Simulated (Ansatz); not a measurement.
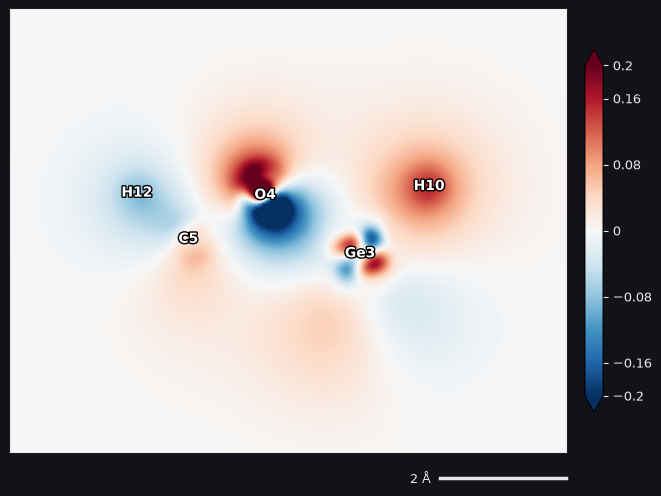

*C$_{2}$H$_{8}$GeO$_{2}$. The HOMO−1 on the plane of atoms O4, C5 and H12 (values in Å⁻³ᐟ²; the overall sign is arbitrary).*

Geometry: PBE0-D4/def2-TZVP.

Method: RKS PBE0-D4/def2-TZVPP (Ansatz 0.2.0).

The calculation's input:

```
crystal:
  periodic: [false, false, false]
  atoms:
    - {symbol: C, position_ang: [-1.515376, -0.406660, 1.379417]}
    - {symbol: O, position_ang: [-1.040954, 0.745742, 0.720919]}
    - {symbol: Ge, position_ang: [0.708465, 0.947531, 0.518465]}
    - {symbol: O, position_ang: [1.337075, -0.357015, -0.503841]}
    - {symbol: C, position_ang: [0.889422, -0.444303, -1.837512]}
    - {symbol: H, position_ang: [-1.263633, -1.324119, 0.834527]}
    - {symbol: H, position_ang: [-1.115619, -0.492978, 2.398386]}
    - {symbol: H, position_ang: [-2.603184, -0.333433, 1.446440]}
    - {symbol: H, position_ang: [0.854977, 2.306049, -0.178897]}
    - {symbol: H, position_ang: [1.437171, 0.765187, 1.856025]}
    - {symbol: H, position_ang: [-0.188381, -0.636067, -1.897381]}
    - {symbol: H, position_ang: [1.413982, -1.274387, -2.316030]}
    - {symbol: H, position_ang: [1.106655, 0.469753, -2.405719]}
basis:
  gaussian: {orbitals: def2-TZVPP}
hamiltonian: {xc: pbe0, dispersion: d4}
output: {orbitals: {seedname: orbitals}}
```

Command:

```sh
ansatz run in.yaml --threads 4 --pin off --events-out ev --progress --plain --max-ram 11315MiB
```

> Describe this orbital and give its energy.

Its weight (Hirshfeld) is mainly on O2 (about 30 %), O4 (about 30 %), Ge3 (about 5 %), C1 (about 5 %) and C5 (about 5 %). Its energy is −8.01 eV.
